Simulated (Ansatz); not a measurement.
**Molecular dynamics, with input and output: CH3AlFNS (part 1 of 3)**

- system: CH3AlFNS, SMILES N=[CH][Al]([F])[SH]
- method: RKS PBE-d3bjatm/def2-SVP (Ansatz 0.2.0)

The geometry comes from this level: PBE0-D4/def2-TZVP. Figures and captions count atoms from 1; the log counts them from 0 in places.

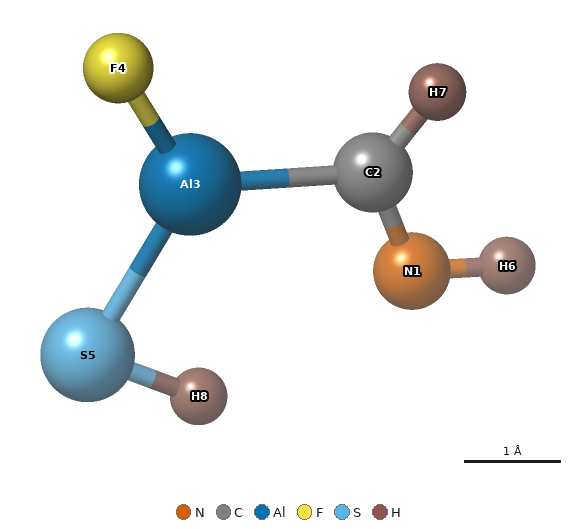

The structure as given in the input (ball-and-stick view, seen at a tilt; atoms are numbered from 1 in the order of the input). Sticks mark near contacts. Bond lengths as drawn: Al–C 1.97 Å, Al–F 1.65 Å, Al–S 2.16 Å, C–H 1.10 Å, C–N 1.27 Å, H–N 1.02 Å and H–S 1.35 Å.

### Key numbers

- outcome: finished
- mean temperature over the second half: 760 K
- trajectory: 50 steps, 50 fs
- ensemble: nvt_nose_hoover
- temperature in the input: 1500 K
- time step: 1 fs
- potential energy (last step): −22703.3276 eV
- mean-field energy (last step): −22703.1663 eV
- dispersion energy (last step): −0.1613 eV
- SCF solution under orbital rotations (last step): stable
- largest force (length of the vector) (last step): 3.674 eV/Å
- dipole moment (last step): 3.05 D
- hardware: 2 threads of Arm Neoverse V1, 23 GiB of memory available, shared host
- wall time: 78 s (CPU time 2.5 min)
- peak memory: 0.13 GiB

### Remarks

So short a trajectory is not equilibrated. The temperature stays far from the 1500 K of the thermostat over the second half: the run isn't equilibrated.

### Input file
```yaml
crystal:
  periodic: [false, false, false]
  atoms:
    - {symbol: N, position_ang: [-0.200622, 1.259154, 0.727741]}
    - {symbol: C, position_ang: [0.692900, 0.352591, 0.665267]}
    - {symbol: Al, position_ang: [0.222593, -1.074240, -0.605168]}
    - {symbol: F, position_ang: [1.225567, -2.356526, -0.853317]}
    - {symbol: S, position_ang: [-1.650077, -0.903403, -1.660794]}
    - {symbol: H, position_ang: [0.036660, 2.005883, 1.386975]}
    - {symbol: H, position_ang: [1.608225, 0.405627, 1.273265]}
    - {symbol: H, position_ang: [-1.842947, 0.253814, -0.989672]}
basis:
  gaussian: {orbitals: def2-SVP}
hamiltonian: {xc: {name: PBE}, dispersion: d3bjatm}
md: {timestep: 1 fs, n_steps: 50, ensemble: nvt_nose_hoover, temperature: 1500, initial_velocities: maxwell_boltzmann, seed: 47}
```

Launch command:
```bash
ansatz run in.yaml --threads 2 --pin off --events-out ev --progress --plain --max-ram 4352MiB
```

### The program's output
```
Functional definition: PBE
  name "PBE"
  cite "Perdew, Burke & Ernzerhof, Phys. Rev. Lett. 77, 3865 (1996) doi:10.1103/PhysRevLett.77.3865"
  parent pbe
  parameter kappa = 0.804
  parameter beta = 0.06672455060314922
  exchange = pbe_x(kappa = kappa, mu = beta*pi^2/3)
  correlation = pbe_c(beta = beta)
1050 factors; their error is unknown
mean field evaluation 1: about -22695.8559 eV, gradient 6.0e1 eV
mean field evaluation 2: about -22672.2837 eV, gradient 1.2e2 eV
mean field evaluation 4: about -22703.6025 eV, gradient 1.1e1 eV
mean field evaluation 8: about -22703.8776 eV, gradient 2.7e-1 eV
mean field evaluation 16: about -22703.8082 eV, gradient 1.5e-4 eV
mean field -22703.80822584 eV, -834.3495631055 hartree, gradient 3.1e-5 eV, S^2 0.000000; 0 other end points of the search recorded, 0 dependent functions left out
the calculation of the forces begins
reference -22703.80826332 eV, -834.3495644829 hartree; 27, 27 occupied and 66, 66 virtual orbitals, 1050 factors
md step     0: t =     0.00 fs  T =  1500.0 K  F+E_penalty+E_count = -22703.98200741 eV  E_kin = 1.163340 eV  conserved = -22702.81866742 eV  (28 SCF iters)
these checks for a lower state are left out or cut short: starts, cluster_reference, orbital_swaps, neighbouring_geometries, increment
1050 factors; their error is unknown
mean field -22703.76543102 eV, -834.3479904251 hartree, gradient 1.9e-5 eV, S^2 0.000000; 0 other end points of the search recorded, 0 dependent functions left out
the calculation of the forces begins
reference -22703.76546848 eV, -834.3479918017 hartree; 27, 27 occupied and 66, 66 virtual orbitals, 1050 factors
md step     1: t =     1.00 fs  T =  1454.5 K  F+E_penalty+E_count = -22703.93882541 eV  E_kin = 1.128062 eV  conserved = -22702.81076461 eV  (30 SCF iters, 3 dispersion substeps)
[... from here on the SCF iterations and repeated set-up lines of each step are left out, up to the last step ...]
md step     2: t =     2.00 fs  T =  1236.4 K  F+E_penalty+E_count = -22703.76040791 eV  E_kin = 0.958887 eV  conserved = -22702.80153143 eV  (30 SCF iters, 3 dispersion substeps)
md step     3: t =     3.00 fs  T =  1011.1 K  F+E_penalty+E_count = -22703.58080737 eV  E_kin = 0.784174 eV  conserved = -22702.79668191 eV  (30 SCF iters, 3 dispersion substeps)
md step     4: t =     4.00 fs  T =   878.9 K  F+E_penalty+E_count = -22703.47729080 eV  E_kin = 0.681677 eV  conserved = -22702.79574144 eV  (31 SCF iters, 3 dispersion substeps)
md step     5: t =     5.00 fs  T =   861.4 K  F+E_penalty+E_count = -22703.46565794 eV  E_kin = 0.668068 eV  conserved = -22702.79784477 eV  (32 SCF iters, 3 dispersion substeps)
md step     6: t =     6.00 fs  T =   916.1 K  F+E_penalty+E_count = -22703.51258620 eV  E_kin = 0.710525 eV  conserved = -22702.80250510 eV  (31 SCF iters, 3 dispersion substeps)
md step     7: t =     7.00 fs  T =   952.6 K  F+E_penalty+E_count = -22703.54709874 eV  E_kin = 0.738826 eV  conserved = -22702.80897176 eV  (30 SCF iters, 3 dispersion substeps)
md step     8: t =     8.00 fs  T =   862.1 K  F+E_penalty+E_count = -22703.48107678 eV  E_kin = 0.668594 eV  conserved = -22702.81348275 eV  (30 SCF iters, 3 dispersion substeps)
md step     9: t =     9.00 fs  T =   628.7 K  F+E_penalty+E_count = -22703.28755344 eV  E_kin = 0.487577 eV  conserved = -22702.80127116 eV  (30 SCF iters, 3 dispersion substeps)
md step    10: t =    10.00 fs  T =   506.3 K  F+E_penalty+E_count = -22703.17692678 eV  E_kin = 0.392681 eV  conserved = -22702.78581626 eV  (30 SCF iters, 3 dispersion substeps)
md step    11: t =    11.00 fs  T =   688.0 K  F+E_penalty+E_count = -22703.33844876 eV  E_kin = 0.533573 eV  conserved = -22702.80679999 eV  (31 SCF iters, 3 dispersion substeps)
md step    12: t =    12.00 fs  T =   885.8 K  F+E_penalty+E_count = -22703.50107313 eV  E_kin = 0.687029 eV  conserved = -22702.81649903 eV  (30 SCF iters, 3 dispersion substeps)
md step    13: t =    13.00 fs  T =   879.3 K  F+E_penalty+E_count = -22703.48602655 eV  E_kin = 0.681950 eV  conserved = -22702.80718406 eV  (31 SCF iters, 3 dispersion substeps)
md step    14: t =    14.00 fs  T =   770.6 K  F+E_penalty+E_count = -22703.39317711 eV  E_kin = 0.597669 eV  conserved = -22702.79927924 eV  (31 SCF iters, 3 dispersion substeps)
md step    15: t =    15.00 fs  T =   700.2 K  F+E_penalty+E_count = -22703.33585822 eV  E_kin = 0.543030 eV  conserved = -22702.79724770 eV  (31 SCF iters, 3 dispersion substeps)
md step    16: t =    16.00 fs  T =   715.0 K  F+E_penalty+E_count = -22703.34789301 eV  E_kin = 0.554514 eV  conserved = -22702.79848111 eV  (30 SCF iters, 3 dispersion substeps)
md step    17: t =    17.00 fs  T =   799.5 K  F+E_penalty+E_count = -22703.41377347 eV  E_kin = 0.620052 eV  conserved = -22702.79961758 eV  (30 SCF iters, 3 dispersion substeps)
md step    18: t =    18.00 fs  T =   931.3 K  F+E_penalty+E_count = -22703.51641299 eV  E_kin = 0.722309 eV  conserved = -22702.80097049 eV  (29 SCF iters, 3 dispersion substeps)
md step    19: t =    19.00 fs  T =  1068.7 K  F+E_penalty+E_count = -22703.62916137 eV  E_kin = 0.828874 eV  conserved = -22702.80833599 eV  (31 SCF iters, 3 dispersion substeps)
md step    20: t =    20.00 fs  T =  1085.6 K  F+E_penalty+E_count = -22703.64903647 eV  E_kin = 0.841963 eV  conserved = -22702.81644729 eV  (30 SCF iters, 3 dispersion substeps)
md step    21: t =    21.00 fs  T =   907.9 K  F+E_penalty+E_count = -22703.49636887 eV  E_kin = 0.704100 eV  conserved = -22702.80291525 eV  (31 SCF iters, 3 dispersion substeps)
md step    22: t =    22.00 fs  T =   774.5 K  F+E_penalty+E_count = -22703.37732830 eV  E_kin = 0.600642 eV  conserved = -22702.78845929 eV  (31 SCF iters, 3 dispersion substeps)
md step    23: t =    23.00 fs  T =   875.2 K  F+E_penalty+E_count = -22703.47205839 eV  E_kin = 0.678797 eV  conserved = -22702.80620301 eV  (31 SCF iters, 3 dispersion substeps)
md step    24: t =    24.00 fs  T =   978.8 K  F+E_penalty+E_count = -22703.55749374 eV  E_kin = 0.759097 eV  conserved = -22702.81271440 eV  (31 SCF iters, 3 dispersion substeps)
md step    25: t =    25.00 fs  T =   921.7 K  F+E_penalty+E_count = -22703.50466744 eV  E_kin = 0.714799 eV  conserved = -22702.80565201 eV  (31 SCF iters, 3 dispersion substeps)
md step    26: t =    26.00 fs  T =   778.9 K  F+E_penalty+E_count = -22703.38748737 eV  E_kin = 0.604110 eV  conserved = -22702.80052634 eV  (31 SCF iters, 3 dispersion substeps)
md step    27: t =    27.00 fs  T =   645.5 K  F+E_penalty+E_count = -22703.28045141 eV  E_kin = 0.500644 eV  conserved = -22702.79815669 eV  (30 SCF iters, 3 dispersion substeps)
md step    28: t =    28.00 fs  T =   577.9 K  F+E_penalty+E_count = -22703.22431963 eV  E_kin = 0.448230 eV  conserved = -22702.79552542 eV  (31 SCF iters, 3 dispersion substeps)
md step    29: t =    29.00 fs  T =   620.1 K  F+E_penalty+E_count = -22703.25619049 eV  E_kin = 0.480926 eV  conserved = -22702.79582491 eV  (29 SCF iters, 3 dispersion substeps)
md step    30: t =    30.00 fs  T =   754.2 K  F+E_penalty+E_count = -22703.36575076 eV  E_kin = 0.584891 eV  conserved = -22702.80277739 eV  (31 SCF iters, 3 dispersion substeps)
md step    31: t =    31.00 fs  T =   855.9 K  F+E_penalty+E_count = -22703.45167744 eV  E_kin = 0.663789 eV  conserved = -22702.81146127 eV  (30 SCF iters, 3 dispersion substeps)
md step    32: t =    32.00 fs  T =   785.7 K  F+E_penalty+E_count = -22703.39608796 eV  E_kin = 0.609389 eV  conserved = -22702.81201926 eV  (30 SCF iters, 3 dispersion substeps)
md step    33: t =    33.00 fs  T =   581.2 K  F+E_penalty+E_count = -22703.21945476 eV  E_kin = 0.450762 eV  conserved = -22702.79552317 eV  (30 SCF iters, 3 dispersion substeps)
md step    34: t =    34.00 fs  T =   511.0 K  F+E_penalty+E_count = -22703.15763265 eV  E_kin = 0.396294 eV  conserved = -22702.78943112 eV  (30 SCF iters, 3 dispersion substeps)
md step    35: t =    35.00 fs  T =   658.4 K  F+E_penalty+E_count = -22703.28783495 eV  E_kin = 0.510607 eV  conserved = -22702.80673709 eV  (31 SCF iters, 3 dispersion substeps)
md step    36: t =    36.00 fs  T =   773.1 K  F+E_penalty+E_count = -22703.38045172 eV  E_kin = 0.599606 eV  conserved = -22702.81215549 eV  (30 SCF iters, 3 dispersion substeps)
md step    37: t =    37.00 fs  T =   714.4 K  F+E_penalty+E_count = -22703.32738560 eV  E_kin = 0.554083 eV  conserved = -22702.80654564 eV  (30 SCF iters, 3 dispersion substeps)
md step    38: t =    38.00 fs  T =   556.0 K  F+E_penalty+E_count = -22703.19509991 eV  E_kin = 0.431179 eV  conserved = -22702.79887235 eV  (30 SCF iters, 3 dispersion substeps)
md step    39: t =    39.00 fs  T =   441.6 K  F+E_penalty+E_count = -22703.09916623 eV  E_kin = 0.342495 eV  conserved = -22702.79301674 eV  (30 SCF iters, 3 dispersion substeps)
md step    40: t =    40.00 fs  T =   476.0 K  F+E_penalty+E_count = -22703.12568785 eV  E_kin = 0.369138 eV  conserved = -22702.79423292 eV  (31 SCF iters, 3 dispersion substeps)
md step    41: t =    41.00 fs  T =   644.3 K  F+E_penalty+E_count = -22703.25966781 eV  E_kin = 0.499694 eV  conserved = -22702.79935613 eV  (30 SCF iters, 3 dispersion substeps)
md step    42: t =    42.00 fs  T =   852.6 K  F+E_penalty+E_count = -22703.42374806 eV  E_kin = 0.661260 eV  conserved = -22702.80421346 eV  (30 SCF iters, 3 dispersion substeps)
md step    43: t =    43.00 fs  T =   996.6 K  F+E_penalty+E_count = -22703.53864247 eV  E_kin = 0.772899 eV  conserved = -22702.81043555 eV  (30 SCF iters, 3 dispersion substeps)
md step    44: t =    44.00 fs  T =   977.6 K  F+E_penalty+E_count = -22703.52222043 eV  E_kin = 0.758206 eV  conserved = -22702.81193698 eV  (30 SCF iters, 3 dispersion substeps)
md step    45: t =    45.00 fs  T =   835.2 K  F+E_penalty+E_count = -22703.39204432 eV  E_kin = 0.647713 eV  conserved = -22702.79528075 eV  (31 SCF iters, 3 dispersion substeps)
md step    46: t =    46.00 fs  T =   842.3 K  F+E_penalty+E_count = -22703.38977942 eV  E_kin = 0.653220 eV  conserved = -22702.79037704 eV  (30 SCF iters, 3 dispersion substeps)
md step    47: t =    47.00 fs  T =  1051.6 K  F+E_penalty+E_count = -22703.57059448 eV  E_kin = 0.815550 eV  conserved = -22702.81217658 eV  (30 SCF iters, 3 dispersion substeps)
md step    48: t =    48.00 fs  T =  1143.9 K  F+E_penalty+E_count = -22703.64197267 eV  E_kin = 0.887152 eV  conserved = -22702.81586001 eV  (31 SCF iters, 3 dispersion substeps)
md step    49: t =    49.00 fs  T =   997.9 K  F+E_penalty+E_count = -22703.51346367 eV  E_kin = 0.773918 eV  conserved = -22702.80445236 eV  (30 SCF iters, 3 dispersion substeps)
these checks for a lower state are left out or cut short: starts, cluster_reference, orbital_swaps, neighbouring_geometries, increment
1050 factors; their error is unknown
mean field -22703.16625962 eV, -834.3259712823 hartree, gradient 2.2e-5 eV, S^2 0.000000; 0 other end points of the search recorded, 0 dependent functions left out
the calculation of the forces begins
reference -22703.16629745 eV, -834.3259726724 hartree; 27, 27 occupied and 66, 66 virtual orbitals, 1050 factors
1050 factors; their error is unknown
mean field evaluation 416: about -22700.9848 eV, gradient 2.9e1 eV
mean field -22703.16625962 eV, -834.3259712823 hartree, gradient 2.5e-5 eV, S^2 0.000000; 1 other end points of the search recorded, 0 dependent functions left out
the calculation of the forces begins
reference -22703.16629745 eV, -834.3259726724 hartree; 27, 27 occupied and 66, 66 virtual orbitals, 1050 factors
md step    50: t =    50.00 fs  T =   773.0 K  F+E_penalty+E_count = -22703.32753886 eV  E_kin = 0.599510 eV  conserved = -22702.79619181 eV  (30 SCF iters, 3 dispersion substeps)
```

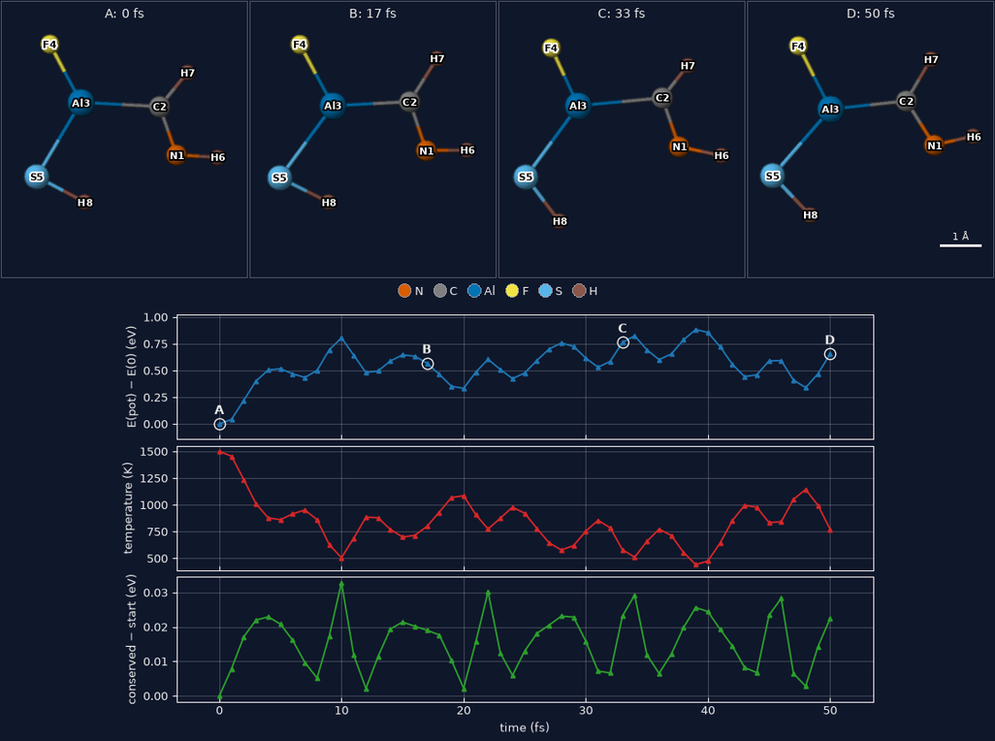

Frames of the molecular dynamics (ball-and-stick, seen on its broad side) above the curves, on which the letters mark them. The trajectory kept here has 51 frames over 50 fs. The temperature starts at 1500 K, ranges from 442 to 1500 K and averages 760 K over the second half. The potential energy ends 0.654 eV above its first value. The conserved quantity stays within 0.033 eV. After an unweighted best fit of the last frame on the first, the root-mean-square displacement is 0.36 Å, and H8 has moved furthest (0.69 Å).

```
Total energy: -22703.32757669 eV, -834.3318995752 hartree
Atom 0 at     0.093797     1.370207     0.926556 Å, force    -1.021561    -2.017957    -0.496812 eV/Å
Atom 1 at     0.789754     0.287346     0.732391 Å, force     2.579597     2.514819     0.722605 eV/Å
Atom 2 at     0.055304    -0.962402    -0.495337 Å, force     1.295830    -2.644131    -1.559980 eV/Å
Atom 3 at     1.240912    -2.244711    -0.877528 Å, force    -1.558455     1.486577     0.477484 eV/Å
Atom 4 at    -1.699302    -1.079846    -1.835763 Å, force     0.261864     0.043299     0.349373 eV/Å
Atom 5 at     0.607228     1.998618     1.507393 Å, force     0.886472     1.412932     0.733057 eV/Å
Atom 6 at     2.001364     0.376251     1.020388 Å, force    -2.413912    -0.915383    -0.302303 eV/Å
Atom 7 at    -2.297643     0.035516    -1.338314 Å, force    -0.029836     0.119844     0.076576 eV/Å
Dipole moment:    -0.023929     0.497767     0.394141 e Å
```

### Trajectory as extended XYZ (Å, eV, eV/Å), 51 frames, from step=0 to step=50
```
8
Properties=species:S:1:pos:R:3:forces:R:3 step=0 time_fs=0.0 energy=-22703.98201 temperature=1500.0
N    -0.2006    1.2592    0.7277   -1.0070   0.2998  -0.4247
C     0.6929    0.3526    0.6653    0.2458  -0.5415  -0.2175
Al    0.2226   -1.0742   -0.6052   -0.3325   0.5518   0.1700
F     1.2256   -2.3565   -0.8533    0.5936  -0.7850  -0.1653
S    -1.6501   -0.9034   -1.6608   -0.2069  -0.3840  -0.3925
H     0.0367    2.0059    1.3870    0.1532   0.4642   0.4139
H     1.6082    0.4056    1.2733    0.5788  -0.0432   0.3321
H    -1.8429    0.2538   -0.9897   -0.0251   0.4378   0.2840
```
